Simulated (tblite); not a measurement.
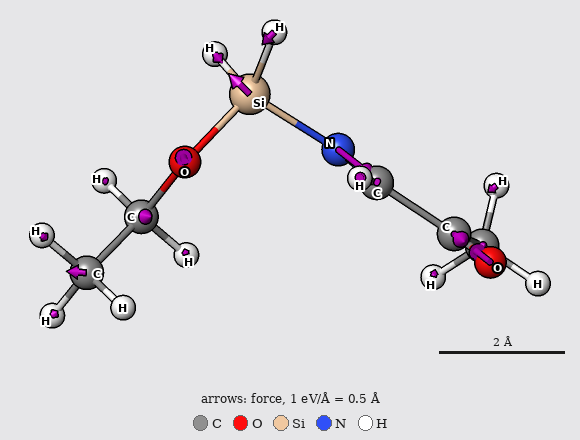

Starting geometry of C5H11NO2Si with the computed forces as purple arrows. A ball-and-stick model, seen face on.

Computed with tblite 0.8.0, GFN2-xTB geometry optimisation, gas phase. 

What follows when this structure is relaxed?

Answer. It isn't relaxed: the largest force vector, on the N atom, is 2.21 eV/Å. The final displacements have little in common with the starting forces (cosine between the two patterns 0.18). An H atom moves most after the best rigid fit: 1.36 Å. Largest moves by element: H 1.36 Å, O 0.90 Å, C 0.63 Å, N 0.58 Å, Si 0.34 Å. Some distances before and after: C–O 1.439 → 1.401 Å, C–N 1.288 → 1.250 Å, O–Si 1.649 → 1.614 Å, H–Si 1.481 → 1.454 Å. Bond angles that change, for instance: Si–N–C 114.4° → 136.3°, N–Si–H 107.6° → 120.1°, C–O–Si 118.0° → 130.4°. Groups turn about N–Si by about 65°. After 210 geometry steps the energy has fallen by 11.2 kcal/mol.
